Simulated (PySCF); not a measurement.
Vertical excitations of a molecule CH6AlNO from TDDFT-M06-2X/def2-SVPD (PySCF 2.14.0), as energy in eV (oscillator strength): 5.75 (0.017), 6.29 (0.137), 6.59 (0.002), 7.11 (0.011), 7.44 (0.054), 7.49 (0.012), 7.80 (0.059), 7.88 (0.016), 8.10 (0.078), 8.40 (0.052). Lowest triplet (TDA): 5.32 eV. The structure is a stationary point at PBE0-D3(BJ)/def2-SVP. One conformer was computed; it need not be the lowest.

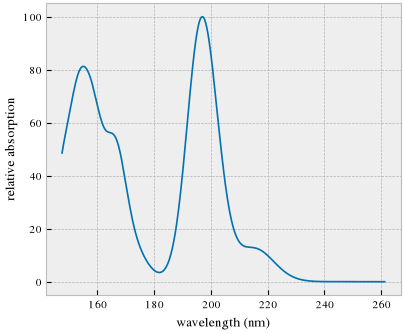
Figure: The lines broadened by 0.4 eV.

Problem. Which structure fits?
A. C[O][AlH][NH2]
B. C[NH][AlH][OH]
C. [CH3][Al]([NH2])[OH]

Solution. B, C[NH][AlH][OH]
